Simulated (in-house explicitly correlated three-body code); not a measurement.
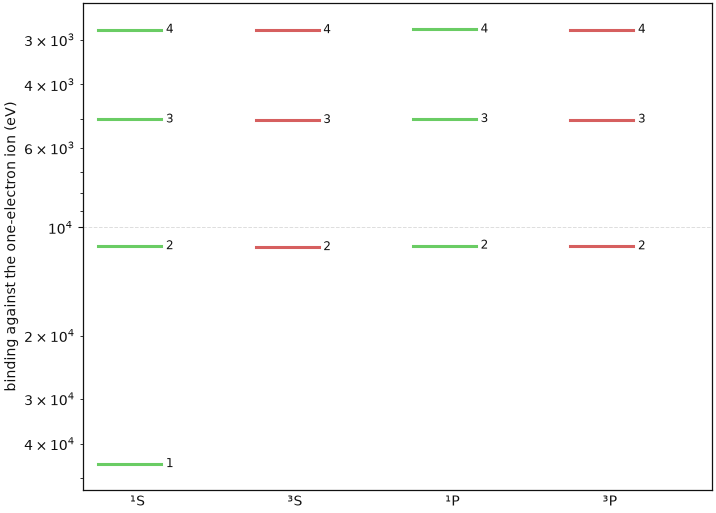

Two electrons around a point charge Z = 58.497. Computed variationally in 260 exponentially correlated functions with an in-house code, non-relativistic, converged to about 10⁻⁸ of the energy. The plot shows the bound S and P states that converged, by term and principal number n, on a logarithmic scale of binding.

Q: Describe the level scheme.

A: The ground state is bound by 45.57 keV. The n = 2 states drawn run, from the deepest, 2 ³S (11.34 keV), 2 ³P (11.28 keV), 2 ¹S (11.27 keV), 2 ¹P (11.23 keV). Exchange puts 2 ³S below 2 ¹S by 68.1 eV and 2 ³P below 2 ¹P by 52.1 eV. Quantum defects n − (Z − 1)/√(2 E(binding)): 2 ³S 0.009, 2 ³P 0.003, 2 ¹S 0.003, 2 ¹P −0.001.
